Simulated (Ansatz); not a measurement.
Input file:

```
crystal:
  periodic: [false, false, false]
  atoms:
    - {symbol: Si, position_ang: [0.232923, -0.336802, 1.412893]}
    - {symbol: N, position_ang: [1.477773, -0.829768, 0.275264]}
    - {symbol: Si, position_ang: [1.055127, -1.338698, -1.353193]}
    - {symbol: N, position_ang: [-0.685403, 0.860301, 0.593650]}
    - {symbol: Si, position_ang: [-2.405760, 1.064416, 0.532325]}
    - {symbol: H, position_ang: [-0.718308, -1.442703, 1.744444]}
    - {symbol: H, position_ang: [2.223587, 0.796257, -0.012142]}
    - {symbol: Cl, position_ang: [2.577769, 2.060086, -0.212353]}
    - {symbol: H, position_ang: [2.252351, -1.336792, 0.685545]}
    - {symbol: H, position_ang: [2.177505, -2.166246, -1.864116]}
    - {symbol: H, position_ang: [-0.198138, -2.138078, -1.351413]}
    - {symbol: H, position_ang: [0.866276, -0.149035, -2.215897]}
    - {symbol: H, position_ang: [-0.132372, 1.626079, 0.222197]}
    - {symbol: H, position_ang: [-3.012246, -0.148801, 1.132276]}
    - {symbol: H, position_ang: [-2.850409, 2.266697, 1.286214]}
    - {symbol: H, position_ang: [-2.860673, 1.213086, -0.875595]}
basis:
  gaussian: {orbitals: def2-TZVPP}
magnetization: {spin_polarized: true, initial_magnetization: 1}
hamiltonian: {xc: pbe0, dispersion: d4}
output: {orbitals: {seedname: orbitals}}
```

Run with:

```sh
ansatz run in.yaml --threads 4 --pin off --events-out ev --progress --plain --max-ram 66560MiB --backend cuda --devices 0, --max-vram 37GiB
```

The reactant side of a reaction path; geometry: PBE0-D4/def2-TZVP.

These are results of Ansatz 0.2.0, UKS PBE0-D4/def2-TZVPP, not measurements.

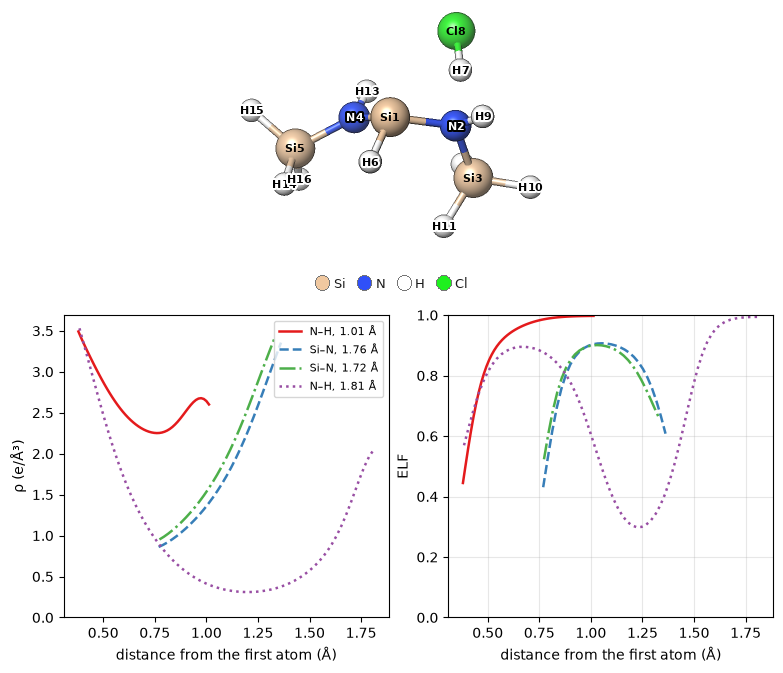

H$_{9}$N$_{2}$Si$_{3}$···HCl (doublet). Total electron density and electron localisation function along straight lines between neighbouring atoms. The curves leave out the atomic cores. The structure is drawn too.

Q: Compare the contacts.

A: N–H (1.01 Å): ρ is about 2.8 e/Å³ halfway; the ELF climbs to about 1 towards the hydrogen, as it does in any bond to H: a covalent bond by its length.
Si–N (1.76 Å): the density is about 1 e/Å³ at the midpoint; the ELF peaks at about 0.90 between the atoms, as expected for a polar covalent bond.
Si–N (1.72 Å): the density is about 1.1 e/Å³ at the midpoint; the ELF peaks at about 0.90 between the atoms (a shared but strongly polarised pair).
N2···H7 (1.81 Å): the density falls to about 0.31 e/Å³ on the way; the ELF dips to about 0.30 between them.
